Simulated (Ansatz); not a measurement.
```xyz
11

Al    0.0245    0.0115    0.3028
C     0.0981    0.3769    2.2237
H    -0.8232    0.1035    2.7346
H     0.9220   -0.1413    2.7114
H     0.2515    1.4427    2.4045
H     1.3551   -0.2033   -0.5277
H    -1.3539    0.0429   -0.4756
P    -0.2737   -3.4410    0.8541
H    -0.6607   -2.7532   -0.3154
H     0.9563   -2.7633    0.9931
H    -0.9771   -2.5879    1.7296
```

Method: Ansatz 0.2.0, RKS BHLYP-D4/6-31G*.

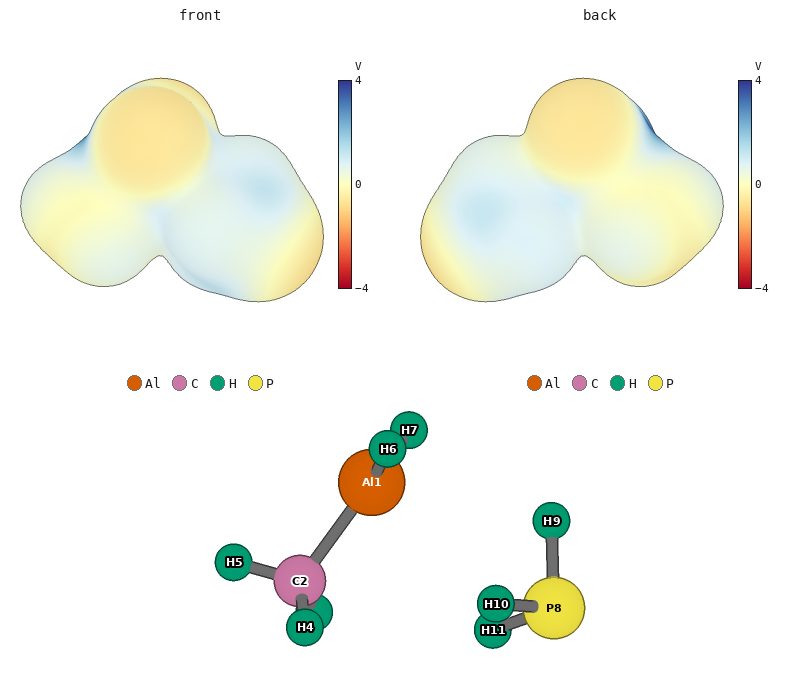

CH5Al···PH3. The electrostatic potential painted on the density surface at 0.002 e/bohr³, seen from the front and from behind; red is negative and blue positive. The bare structure is drawn below in the same view.

### Describe the electrostatic potential map.

The most negative region (about −0.7 V) lies over P8, the most positive (about +3.3 V) over Al1.
